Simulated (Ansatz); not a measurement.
**Nudged elastic band, with input and output: CH4N2OSi**

CH4N2OSi, computed with RKS PBE0-D4/def2-SVP (Ansatz 0.2.0).

One setting was made poor on purpose. It belongs to a series of runs on one base structure; here: band between the two ends.

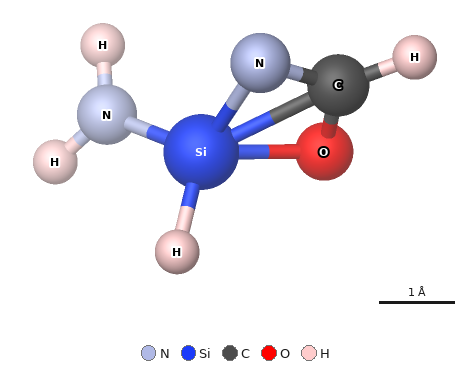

Figure 1. The structure as given in the input (ball-and-stick view, seen at a tilt).

### The input
```yaml
crystal:
  periodic: [false, false, false]
  atoms:
    - { symbol: "N", position_ang: [0.457749, 0.615389, 1.526733] }
    - { symbol: Si, position_ang: [-0.123969, -0.416719, 0.322157] }
    - { symbol: "N", position_ang: [0.875743, -0.706736, -1.113024] }
    - { symbol: C, position_ang: [-0.115293, -0.182645, -1.74143] }
    - { symbol: O, position_ang: [-1.135392, 0.26069, -0.967158] }
    - { symbol: H, position_ang: [0.123977, 0.591422, 2.481524] }
    - { symbol: H, position_ang: [1.062015, 1.405343, 1.335953] }
    - { symbol: H, position_ang: [-0.826297, -1.548506, 0.969531] }
    - { symbol: H, position_ang: [-0.230034, -0.064538, -2.831386] }
basis:
  gaussian: { orbitals: def2-SVP }
hamiltonian:
  xc: pbe0
  dispersion: d4
neb:
  order_check: false
  images: 7
  f_tol: 0.05
  max_iterations: 60
  initial_path: linear
  final_atoms:
    - { symbol: "N", position_ang: [-0.16989696, 0.84552683, 1.90415152] }
    - { symbol: Si, position_ang: [-0.23116283, -0.29573605, 0.79484899] }
    - { symbol: "N", position_ang: [0.92254105, -0.01924756, -0.63689314] }
    - { symbol: C, position_ang: [-0.0889211, 0.09859306, -1.45747779] }
    - { symbol: O, position_ang: [-1.20531804, -0.01505901, -0.86826949] }
    - { symbol: H, position_ang: [-0.60061792, 0.7646557, 2.81820415] }
    - { symbol: H, position_ang: [1.89852832, 0.08346101, -0.88345611] }
    - { symbol: H, position_ang: [-0.41669714, -1.77472722, 0.85595574] }
    - { symbol: H, position_ang: [-0.01995637, 0.26623324, -2.54416386] }
```

Run on 2 threads of Intel Xeon (Sapphire Rapids), 16 GiB of memory available, shared host.

Command:
```bash
ansatz run input.yaml --threads 2 --pin off --max-ram 3072MiB --backend cpu --events-out ev --progress --plain --runs-dir out
```

### The program's output
```
Engine: ansatz 0.2.0, x86_64-unknown-linux-gnu
Functional definition: PBE0
  parameter a = 0.25
  parameter kappa = 0.804
  parameter beta = 0.06672455060314922
  exchange = (1 - a)*pbe_x(kappa = kappa, mu = beta*pi^2/3) + a*exact_x
  correlation = pbe_c(beta = beta)
1013 factors; integrals over basis functions are off by at most 3.8e-4 eV
mean field evaluation 1: about -13981.7834 eV, gradient 6.7e1 eV
mean field evaluation 2: about -13974.4492 eV, gradient 8.6e1 eV
mean field evaluation 4: about -13990.3710 eV, gradient 5.9e0 eV
mean field evaluation 8: about -13990.4637 eV, gradient 3.5e-1 eV
mean field evaluation 16: about -13990.4639 eV, gradient 2.1e-5 eV
mean field -13990.46393261 eV, -514.1400664464 hartree, gradient 2.1e-5 eV, S^2 0.000000; 0 other end points of the search recorded, 0 dependent functions left out
the calculation of the forces begins
reference -13990.46395652 eV, -514.1400673249 hartree; 23, 23 occupied and 71, 71 virtual orbitals, 1013 factors
1009 factors; integrals over basis functions are off by at most 1.0e-3 eV
mean field evaluation 32: about -13989.4372 eV, gradient 2.6e-4 eV
mean field -13989.43717317 eV, -514.1023337329 hartree, gradient 4.0e-5 eV, S^2 0.000000; 0 other end points of the search recorded, 0 dependent functions left out
[... from here on the field's lines of each further geometry are left out, up to the last ...]
NEB iter   1: max|band force component| = 5.780e0 eV/Å  barrier→ = 4.6135 eV  barrier← = 3.5898 eV  Δτ_max = 0.2000 Å  (254 SCF iters)
NEB iter   2: max|band force component| = 2.332e0 eV/Å  barrier→ = 3.1846 eV  barrier← = 2.1609 eV  Δτ_max = 0.2000 Å  (232 SCF iters)
NEB iter   3: max|band force component| = 1.120e1 eV/Å  barrier→ = 3.0547 eV  barrier← = 2.0310 eV  Δτ_max = 0.0999 Å  (241 SCF iters)
NEB iter   4: max|band force component| = 1.286e0 eV/Å  barrier→ = 2.5476 eV  barrier← = 1.5239 eV  Δτ_max = 0.2000 Å  (215 SCF iters)
NEB iter   5: max|band force component| = 5.753e0 eV/Å  barrier→ = 2.6596 eV  barrier← = 1.6358 eV  Δτ_max = 0.0984 Å  (216 SCF iters)
NEB iter   6: max|band force component| = 1.345e0 eV/Å  barrier→ = 2.5171 eV  barrier← = 1.4934 eV  Δτ_max = 0.0410 Å  (216 SCF iters)
NEB iter   7: max|band force component| = 6.036e-1 eV/Å  barrier→ = 2.4997 eV  barrier← = 1.4760 eV  Δτ_max = 0.0775 Å  (218 SCF iters)
NEB iter   8: max|band force component| = 3.964e-1 eV/Å  barrier→ = 2.4800 eV  barrier← = 1.4562 eV  CI = image 4  Δτ_max = 0.0560 Å  (218 SCF iters)
NEB iter   9: max|band force component| = 2.507e-1 eV/Å  barrier→ = 2.4911 eV  barrier← = 1.4673 eV  CI = image 4  Δτ_max = 0.0264 Å  (219 SCF iters)
NEB iter  10: max|band force component| = 1.776e-1 eV/Å  barrier→ = 2.4904 eV  barrier← = 1.4667 eV  CI = image 4  Δτ_max = 0.1936 Å  (201 SCF iters)
NEB iter  11: max|band force component| = 3.399e0 eV/Å  barrier→ = 2.4888 eV  barrier← = 1.4651 eV  CI = image 4  Δτ_max = 0.1027 Å  (217 SCF iters)
NEB iter  12: max|band force component| = 1.096e0 eV/Å  barrier→ = 2.4886 eV  barrier← = 1.4649 eV  CI = image 4  Δτ_max = 0.1327 Å  (196 SCF iters)
NEB iter  13: max|band force component| = 3.450e-1 eV/Å  barrier→ = 2.4885 eV  barrier← = 1.4648 eV  CI = image 4  Δτ_max = 0.0342 Å  (181 SCF iters)
NEB iter  14: max|band force component| = 7.505e-2 eV/Å  barrier→ = 2.4885 eV  barrier← = 1.4648 eV  CI = image 4  Δτ_max = 0.0038 Å  (173 SCF iters)
NEB iter  15: max|band force component| = 5.084e-2 eV/Å  barrier→ = 2.4885 eV  barrier← = 1.4648 eV  CI = image 4  Δτ_max = 0.0093 Å  (154 SCF iters)
NEB iter  16: max|band force component| = 7.014e-2 eV/Å  barrier→ = 2.4885 eV  barrier← = 1.4648 eV  CI = image 4  Δτ_max = 0.0046 Å  (153 SCF iters)
the calculation of the forces begins
reference -13989.34556766 eV, -514.0989672924 hartree; 23, 23 occupied and 71, 71 virtual orbitals, 1010 factors
1014 factors; integrals over basis functions are off by at most 9.4e-4 eV
mean field evaluation 992: about -13987.9690 eV, gradient 2.8e-2 eV
mean field -13987.96905004 eV, -514.0483812031 hartree, gradient 9.4e-6 eV, S^2 0.000000; 1 other end points of the search recorded, 0 dependent functions left out
the calculation of the forces begins
reference -13987.96907433 eV, -514.0483820958 hartree; 23, 23 occupied and 71, 71 virtual orbitals, 1014 factors
NEB iter  17: max|band force component| = 3.917e-2 eV/Å  barrier→ = 2.4885 eV  barrier← = 1.4648 eV  CI = image 4  Δτ_max = 0.0000 Å  (345 SCF iters)
```

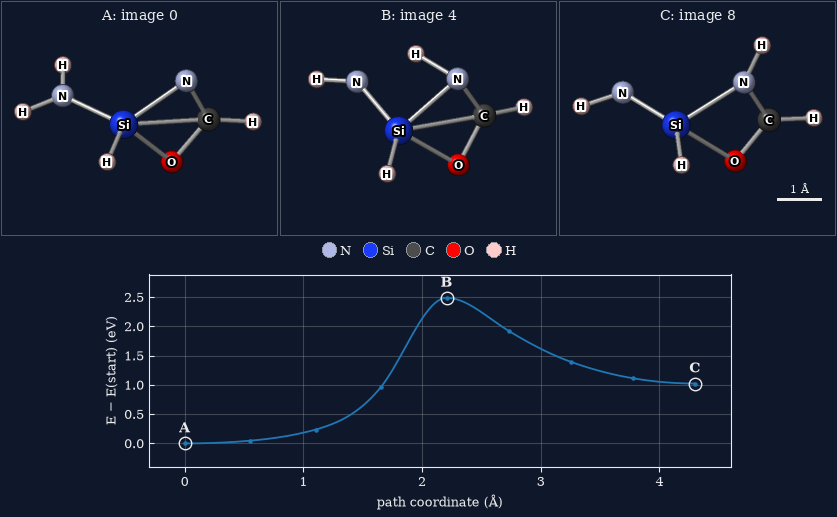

Figure 2. Images of the last band (counted from 0; ball-and-stick, seen at a tilt) above the energy along the path; the line is a cubic interpolation that uses the forces. The highest image is number 4, 2.489 eV above the start and 1.465 eV above the end (the climbing image); the end lies 1.024 eV above the start. The path is 4.30 Å long. The band converged in 17 iterations.

```
Total energy: -13988.13305426 eV, -514.0544082469 hartree
Atom 0 at     0.286155     0.562545     1.516545 Å, force     0.000005    -0.000202     0.000058 eV/Å
Atom 1 at    -0.339553    -0.604183     0.566272 Å, force    -0.000087     0.000072    -0.000082 eV/Å
Atom 2 at     0.958674    -0.220481    -0.651704 Å, force     0.000031     0.000043     0.000031 eV/Å
Atom 3 at    -0.010078     0.111836    -1.478261 Å, force     0.000164     0.000143    -0.000143 eV/Å
Atom 4 at    -1.205462    -0.132767    -1.050810 Å, force    -0.000062    -0.000102     0.000034 eV/Å
Atom 5 at     0.038369     1.026592     2.379845 Å, force     0.000013     0.000097    -0.000017 eV/Å
Atom 6 at     1.147210     0.550907     0.276408 Å, force     0.000014    -0.000002    -0.000030 eV/Å
Atom 7 at    -0.900121    -1.938086     0.885443 Å, force    -0.000009     0.000003     0.000056 eV/Å
Atom 8 at     0.113305     0.597336    -2.460839 Å, force    -0.000070    -0.000053     0.000092 eV/Å
Dipole moment:    -0.184050    -0.009739    -0.069504 e Å
this run last wrote the band of iteration 17 to [file]
```

### The last band as extended XYZ (Å, eV, eV/Å)
```
9
Properties=species:S:1:pos:R:3:forces:R:3 image=0 energy=-13990.62156
N     0.4577    0.6154    1.5267   -0.0001   0.0054   0.0048
Si   -0.1240   -0.4167    0.3222   -0.0034  -0.0076   0.0003
N     0.8757   -0.7067   -1.1130    0.0002  -0.0007  -0.0038
C    -0.1153   -0.1826   -1.7414    0.0017  -0.0005   0.0061
O    -1.1354    0.2607   -0.9672   -0.0011   0.0004  -0.0001
H     0.1240    0.5914    2.4815    0.0011   0.0008   0.0021
H     1.0620    1.4053    1.3360   -0.0011  -0.0024  -0.0041
H    -0.8263   -1.5485    0.9695    0.0017   0.0030  -0.0026
H    -0.2300   -0.0645   -2.8314    0.0010   0.0016  -0.0027
9
Properties=species:S:1:pos:R:3:forces:R:3 image=1 energy=-13990.57495
N     0.4575    0.5432    1.4957    0.0152   0.0024   0.0193
Si   -0.1691   -0.5300    0.3497    0.0242   0.0270  -0.0134
N     0.8873   -0.6451   -1.0671   -0.0070  -0.0257  -0.0348
C    -0.1022   -0.0962   -1.6776   -0.0086  -0.0186  -0.0273
O    -1.2034    0.1420   -0.9264    0.0176   0.0476   0.0008
H     0.0425    0.7995    2.3813   -0.0170  -0.0684   0.0337
H     1.1520    1.2075    1.1733   -0.0010   0.0659   0.0779
H    -0.8363   -1.6908    0.9856    0.0076   0.0388  -0.0093
H    -0.1399    0.2237   -2.7315   -0.0311  -0.0691  -0.0469
9
Properties=species:S:1:pos:R:3:forces:R:3 image=2 energy=-13990.38511
N     0.4133    0.5123    1.4491    0.0376  -0.0424   0.0339
Si   -0.2507   -0.6132    0.3812    0.0807   0.0120  -0.0820
N     0.9040   -0.5662   -0.9682   -0.0308  -0.1921  -0.1766
C    -0.0719   -0.0190   -1.5966   -0.0322  -0.0663  -0.0869
O    -1.2539    0.0263   -0.9313    0.0157   0.1316   0.0397
H     0.1006    0.9735    2.2907   -0.0951  -0.1082   0.0247
H     1.1648    0.9850    0.9558    0.0722   0.2768   0.3358
H    -0.8829   -1.8099    0.9876    0.0247   0.0816   0.0151
H    -0.0348    0.4649   -2.5853   -0.0727  -0.0928  -0.1037
9
Properties=species:S:1:pos:R:3:forces:R:3 image=3 energy=-13989.65490
N     0.3613    0.5347    1.4284    0.2092  -0.1731  -0.4069
Si   -0.3270   -0.6307    0.4445    0.0591  -0.1824  -0.6766
N     0.9422   -0.3788   -0.8016   -0.0101  -0.7188  -0.6944
C    -0.0264    0.0594   -1.5171    0.0379  -0.2204  -0.1982
O    -1.2570   -0.0858   -0.9826   -0.1645   0.1845   0.2385
H     0.1590    1.0456    2.2828    0.3318   0.0195  -0.4576
H     1.0894    0.7285    0.6709   -0.3618   0.9891   2.1449
H    -0.9100   -1.8985    0.9412    0.0155   0.1026   0.1393
H     0.0571    0.5792   -2.4836   -0.1171  -0.0010  -0.0889
9
Properties=species:S:1:pos:R:3:forces:R:3 image=4 energy=-13988.13303
N     0.2862    0.5625    1.5165    0.0000  -0.0002   0.0001
Si   -0.3396   -0.6042    0.5663   -0.0001   0.0001  -0.0001
N     0.9587   -0.2205   -0.6517    0.0000   0.0000   0.0000
C    -0.0101    0.1118   -1.4783    0.0002   0.0001  -0.0001
O    -1.2055   -0.1328   -1.0508   -0.0001  -0.0001   0.0000
H     0.0384    1.0266    2.3798    0.0000   0.0001   0.0000
H     1.1472    0.5509    0.2764    0.0000   0.0000   0.0000
H    -0.9001   -1.9381    0.8854    0.0000   0.0000   0.0001
H     0.1133    0.5973   -2.4608   -0.0001  -0.0001   0.0001
9
Properties=species:S:1:pos:R:3:forces:R:3 image=5 energy=-13988.69784
N     0.1396    0.6137    1.6369   -0.2397   0.1155   0.2749
Si   -0.3287   -0.5679    0.6655    0.0370   0.1006   0.2598
N     0.9296   -0.2291   -0.5950   -0.1180  -0.0571   0.0784
C    -0.0090    0.1216   -1.4770   -0.0805   0.0223   0.0031
O    -1.1829   -0.1630   -1.1258   -0.0155  -0.0276  -0.1081
H    -0.1665    0.9877    2.5170   -0.3076  -0.0919   0.3279
H     1.3919    0.5185   -0.0390    0.6277  -0.1215  -0.8258
H    -0.8677   -1.9417    0.8466    0.0555   0.0273  -0.0370
H     0.1823    0.6138   -2.4463    0.0410   0.0325   0.0269
9
Properties=species:S:1:pos:R:3:forces:R:3 image=6 energy=-13989.22635
N    -0.0314    0.6824    1.7372   -0.1538   0.0812   0.1460
Si   -0.3277   -0.5053    0.7172    0.0081   0.0949   0.0824
N     0.9188   -0.1964   -0.5610   -0.0503   0.0243   0.0032
C     0.0116    0.1124   -1.4770   -0.0231   0.0013   0.0029
O    -1.1628   -0.1758   -1.1420   -0.0287   0.0301   0.0294
H    -0.4350    0.9247    2.6273   -0.2485  -0.1094   0.1816
H     1.6639    0.4442   -0.3031    0.4131  -0.1538  -0.4389
H    -0.7910   -1.9169    0.8323    0.0843   0.0563  -0.0019
H     0.2421    0.5844   -2.4480   -0.0010  -0.0249  -0.0047
9
Properties=species:S:1:pos:R:3:forces:R:3 image=7 energy=-13989.50740
N    -0.2202    0.7574    1.8100   -0.0734   0.0387   0.0492
Si   -0.3294   -0.4176    0.7397    0.0073   0.0735   0.0126
N     0.9504   -0.1145   -0.5365   -0.0165   0.0249  -0.0033
C     0.0508    0.1097   -1.4669   -0.0030   0.0499  -0.0084
O    -1.1266   -0.1255   -1.0788    0.0019   0.0485   0.0629
H    -0.7179    0.8376    2.6856   -0.1321  -0.0695   0.0645
H     1.8750    0.2937   -0.5101    0.1691  -0.1183  -0.1622
H    -0.6662   -1.8676    0.8223    0.0734   0.0236  -0.0141
H     0.2726    0.4806   -2.4822   -0.0267  -0.0713  -0.0011
9
Properties=species:S:1:pos:R:3:forces:R:3 image=8 energy=-13989.59782
N    -0.3598    0.8525    1.8734    0.0003   0.0024   0.0036
Si   -0.3235   -0.2891    0.7634    0.0114   0.0007  -0.0045
N     0.9863   -0.0401   -0.5327   -0.0077  -0.0003   0.0035
C     0.0739    0.0982   -1.4594   -0.0052   0.0002   0.0030
O    -1.1027    0.0097   -0.9966   -0.0011   0.0004  -0.0025
H    -0.8900    0.7826    2.7345    0.0009  -0.0021  -0.0064
H     1.9854    0.0411   -0.6705   -0.0010  -0.0002   0.0018
H    -0.5466   -1.7636    0.8028   -0.0011  -0.0012   0.0009
H     0.2655    0.2624   -2.5319    0.0035   0.0000   0.0004
```

### Key numbers

| quantity | value |
| --- | --- |
| outcome | converged |
| barrier, forward | 2.489 eV |
| barrier, backward | 1.465 eV |
| wall time | 3.1 min (CPU time 6 min) |
| peak memory | 0.21 GiB |

A deliberately poor setting: straight start. The order of the saddle point was not checked.
